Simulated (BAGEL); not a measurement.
# PH (SMILES [PH]) at CASPT2(6,5)/cc-pVTZ (density fitting with cc-pvqz-jkfit)

What is the vertical ionisation energy of PH at CASPT2(6,5)/cc-pVTZ (density fitting with cc-pvqz-jkfit)? 

The calculation is run with BAGEL 1.2.2.

2 further runs of the same task are left out: 2 set aside as unsound or not needed.

## Step 1: The structure to begin with

PH: 2 atoms, total charge 0, spin state triplet. SMILES: `[PH]`. The shape is that of a PBE0-D4/def2-TZVP optimisation.

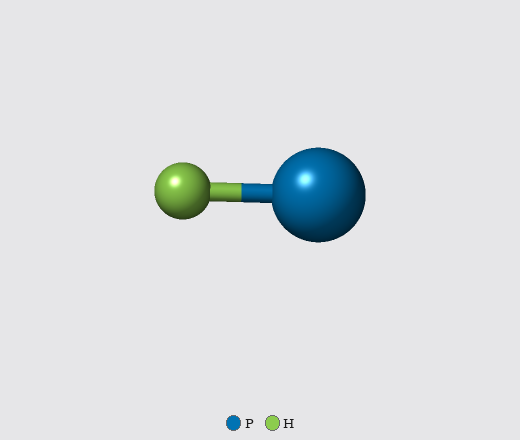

The structure, seen from a chosen angle (phosphorus blue, hydrogen green).

## Step 2: The energy at CASPT2(6,5)/cc-pVTZ (density fitting with cc-pvqz-jkfit)

caspt2.json

```json
{ "bagel": [

{
  "title": "molecule",
  "basis": "cc-pvtz.json",
  "df_basis": "cc-pvqz-jkfit",
  "angstrom": "true",
  "geometry": [
    { "atom": "P", "xyz": [    0.000000,    0.000000,   -0.014610 ] },
    { "atom": "H", "xyz": [    0.000000,    0.000000,    1.413680 ] }
  ]
},
{ "title": "hf" },
{ "title": "casscf", "nstate": 1, "nact": 5, "nclosed": 5, "nspin": 2, "maxiter": 200, "natocc": "true" },
{ "title": "print", "file": "orbitals.molden", "orbitals": "true" },
{ "title": "smith", "method": "caspt2", "ms": "true", "xms": "true", "sssr": "true", "shift": 0.0, "ncore": 5 }

]}
```

The basis set cc-pVTZ is read from a file made from the Basis Set Exchange's data (not shown).

Run with:

```console
$ BAGEL_NUM_THREADS=1 BAGEL caspt2.json > caspt2.out
```

What it wrote:

```text
* using 1 threads per process

  ===============================================================
  ===============================================================

  *** Geometry ***

  { "atom" : "P", "xyz" : [      0.000000,      0.000000,     -0.027609 ] },
  { "atom" : "H", "xyz" : [      0.000000,      0.000000,      2.671468 ] },

  Number of auxiliary basis functions:      199

  Since a DF basis is specified, we compute 2- and 3-index integrals:
    o Being stored without compression. Storage requirement is 0.004 GB

  Number of basis functions:       48
  Number of electrons      :       16

    * METHOD: MOLECULE                             0.02

  *** RHF ***

  === Nuclear Repulsion ===
     5.5574555308

      * DIIS with orbital gradients will be used.

  === RHF iteration (cc-pvtz.json) ===
      0       -341.21203165          0.00724459           0.00
      1       -341.22222171          0.00233097           0.00
      2       -341.22333488          0.00036275           0.00
      3       -341.22336663          0.00009716           0.00
      4       -341.22336913          0.00001935           0.00
      5       -341.22336925          0.00000302           0.00
      6       -341.22336925          0.00000086           0.00
      7       -341.22336925          0.00000017           0.00
      8       -341.22336925          0.00000002           0.00
      9       -341.22336925          0.00000000           0.00
    * SCF iteration converged.

    * Permanent dipole moment:
           (    0.000000,     0.000000,    -0.220748) a.u.

    * METHOD: HF                                   0.05

  ---------------------------
      CASSCF calculation
  ---------------------------

    * nstate   :      1
    * nclosed  :      5
    * nact     :      5
    * nvirt    :     38
  === CASSCF iteration (cc-pvtz.json) ===

    * Using the second-order algorithm

      0  0      -341.27960500     1.13e-02      0.00

      1  0      -341.30637328     1.66e-03      0.02

      2  0      -341.31089875     3.04e-04      0.02

      3  0      -341.31090866     4.10e-05      0.02

      4  0      -341.31090897     1.02e-05      0.02

      5  0      -341.31090909     5.85e-06      0.02

      6  0      -341.31090917     5.04e-06      0.02

      7  0      -341.31090923     4.41e-06      0.02

[... 81 lines of this table left out ...]

     49  0      -341.31090942     1.44e-08      0.02

     50  0      -341.31090942     1.26e-08      0.02

     51  0      -341.31090942     1.10e-08      0.02

     52  0      -341.31090942     9.57e-09      0.02

    * Second-order optimization converged. *

     guess   0:   closed 11...                open ..11.

  === FCI iteration ===

      0  0      -341.28989005     2.07e-02      0.00
      1  0      -341.31065824     2.24e-03      0.00
      2  0      -341.31089974     3.69e-04      0.00
      3  0      -341.31090926     5.69e-05      0.00
      4  0      -341.31090941     9.04e-06      0.00
      5  0      -341.31090942     1.12e-06      0.00
      6  0      -341.31090942     4.30e-08      0.00
      7  0      -341.31090942     2.14e-09      0.00
      8  0 *    -341.31090942     2.13e-15      0.00

     * ci vector, state   0, <S^2> = 2.0000
       22aa.     0.9892456915
       2.aa2    -0.1080552447

    * METHOD: CASSCF                               1.09

    * METHOD: PRINT                                0.00

  === SMITH program ===

    * freezing 5 orbitals

    * Approximate memory requirement for SMITH calulation per MPI process:
      o Storage requirement for T-amplitude, lambda, and residual is 0.00 GB
      o Storage requirement for MO integrals is 0.00 GB
    * Calculating and saving rdm4f

    * Zeroth order energy : state  0       -2.7138548853

    * CASPT2 iteration is performed using redundant basis

      ---- iteration ----

        0    -0.10701920     0.00498222      0.01
        1    -0.10739268     0.00038957      0.01
        2    -0.10739950     0.00005095      0.01
        3    -0.10739954     0.00000335      0.01
        4    -0.10739954     0.00000036      0.01

      -------------------

    * CASPT2 energy : state  0     -341.4183089574
        reference weight              0.9467446267

    * METHOD: SMITH                                0.07

  ===============================================================
```

Run time: 1.4 s. Hardware: 1 thread of Arm Neoverse V2, shared host.

## Step 3: The doublet cation, same level

input.json

```json
{ "bagel" : [

{
  "title" : "molecule",
  "basis" : "cc-pvtz.json",
  "df_basis" : "cc-pvqz-jkfit",
  "angstrom" : true,
  "geometry" : [
    { "atom" : "P", "xyz" : [       0.000000,       0.000000,      -0.014610 ] },
    { "atom" : "H", "xyz" : [       0.000000,       0.000000,       1.413680 ] }
  ]
},

{ "title" : "hf", "charge" : 2 },

{ "title" : "casscf", "nstate" : 1, "nact" : 5, "nclosed" : 5, "charge" : 1, "nspin" : 1, "maxiter" : 200, "natocc" : true },

{ "title" : "print", "file" : "orbitals.molden", "orbitals" : true },

{ "title" : "smith", "method" : "caspt2", "ms" : true, "xms" : true, "sssr" : true, "shift" : 0.0, "ncore" : 5 }

]}
```

The basis set cc-pVTZ is read from a file made from the Basis Set Exchange's data (not shown).

Run with:

```console
$ BAGEL_NUM_THREADS=1 BAGEL input.json > input.out
```

What it wrote:

```text
* using 1 threads per process

  ===============================================================
  ===============================================================

  *** Geometry ***

  { "atom" : "P", "xyz" : [      0.000000,      0.000000,     -0.027609 ] },
  { "atom" : "H", "xyz" : [      0.000000,      0.000000,      2.671468 ] },

  Number of auxiliary basis functions:      199

  Since a DF basis is specified, we compute 2- and 3-index integrals:
    o Being stored without compression. Storage requirement is 0.004 GB

  Number of basis functions:       48
  Number of electrons      :       16

    * METHOD: MOLECULE                             0.02

  *** RHF ***

  === Nuclear Repulsion ===
     5.5574555308

      * DIIS with orbital gradients will be used.

  === RHF iteration (cc-pvtz.json) ===
      0       -340.18089454          0.02125811           0.00
      1       -340.25841280          0.00358990           0.00
      2       -340.26092031          0.00062646           0.00
      3       -340.26100048          0.00011213           0.00
      4       -340.26100363          0.00001039           0.00
      5       -340.26100367          0.00000077           0.00
      6       -340.26100367          0.00000013           0.00
      7       -340.26100367          0.00000002           0.00
      8       -340.26100367          0.00000000           0.00
    * SCF iteration converged.

    * Permanent dipole moment:
           (    0.000000,    -0.000000,    -0.420085) a.u.

    * METHOD: HF                                   0.05

  ---------------------------
      CASSCF calculation
  ---------------------------

    * nstate   :      1
    * nclosed  :      5
    * nact     :      5
    * nvirt    :     38
  === CASSCF iteration (cc-pvtz.json) ===

    * Using the second-order algorithm

      0  0      -340.94268333     1.91e-02      0.00

      1  0      -340.97287080     1.84e-03      0.02

      2  0      -340.97567610     4.29e-04      0.02

      3  0      -340.97586086     1.83e-04      0.02

      4  0      -340.97593111     1.11e-04      0.02

      5  0      -340.97596294     7.27e-05      0.02

      6  0      -340.97597652     4.72e-05      0.02

      7  0      -340.97598199     3.00e-05      0.02

      8  0      -340.97598412     1.88e-05      0.02

      9  0      -340.97598493     1.16e-05      0.02

     10  0      -340.97598524     7.14e-06      0.02

     11  0      -340.97598535     4.36e-06      0.02

     12  0      -340.97598539     2.65e-06      0.02

     13  0      -340.97598541     1.61e-06      0.02

     14  0      -340.97598541     9.79e-07      0.02

     15  0      -340.97598542     5.94e-07      0.02

     16  0      -340.97598542     3.60e-07      0.02

     17  0      -340.97598542     2.18e-07      0.02

     18  0      -340.97598542     1.32e-07      0.02

     19  0      -340.97598542     8.02e-08      0.02

     20  0      -340.97598542     4.86e-08      0.02

     21  0      -340.97598542     2.94e-08      0.02

     22  0      -340.97598542     1.78e-08      0.02

     23  0      -340.97598542     1.08e-08      0.02

     24  0      -340.97598542     6.54e-09      0.02

    * Second-order optimization converged. *

     guess   0:   closed 11...                open ..1..

  === FCI iteration ===

      0  0      -340.93615244     1.96e-02      0.00
      1  0      -340.97371873     5.34e-03      0.00
      2  0      -340.97593338     7.74e-04      0.00
      3  0      -340.97598219     1.84e-04      0.00
      4  0      -340.97598531     3.30e-05      0.00
      5  0      -340.97598541     7.27e-06      0.00
      6  0      -340.97598542     1.02e-06      0.00
      7  0      -340.97598542     1.07e-07      0.00
      8  0      -340.97598542     9.94e-09      0.00
      9  0      -340.97598542     1.11e-09      0.00
     10  0      -340.97598542     1.76e-10      0.00
     11  0 *    -340.97598542     2.58e-11      0.00

     * ci vector, state   0, <S^2> = 0.7500
       22a..    -0.9769147262
       2.a2.    -0.1687476650
       .2a.2    -0.0734722292
       2.a.2    -0.0543566012

    * METHOD: CASSCF                               0.52

    * METHOD: PRINT                                0.00

  === SMITH program ===

    * freezing 5 orbitals

    * Approximate memory requirement for SMITH calulation per MPI process:
      o Storage requirement for T-amplitude, lambda, and residual is 0.00 GB
      o Storage requirement for MO integrals is 0.00 GB
    * Calculating and saving rdm4f

    * Zeroth order energy : state  0       -4.1000396902

    * CASPT2 iteration is performed using redundant basis

      ---- iteration ----

        0    -0.07115232     0.00599747      0.01
        1    -0.07178016     0.00062124      0.01
        2    -0.07179590     0.00008440      0.01
        3    -0.07179602     0.00000851      0.01
        4    -0.07179602     0.00000106      0.01
        5    -0.07179602     0.00000009      0.01

      -------------------

    * CASPT2 energy : state  0     -341.0477814357
        reference weight              0.9663275547

    * METHOD: SMITH                                0.08

  ===============================================================
```

Wall time 0.82 s (1 thread of Arm Neoverse V2, shared host).

## Step 4: Results

At CASPT2(6,5)/cc-pVTZ (density fitting with cc-pvqz-jkfit), 5 core orbitals frozen:

| quantity | value |
| --- | --- |
| triplet PH: total energy | -341.41831 Eh |
| doublet cation: total energy | -341.04778 Eh |
| vertical ionisation energy (to the doublet cation) | 10.083 eV |

In words: Removing an electron at fixed nuclei costs 10.08 eV (233 kcal/mol).
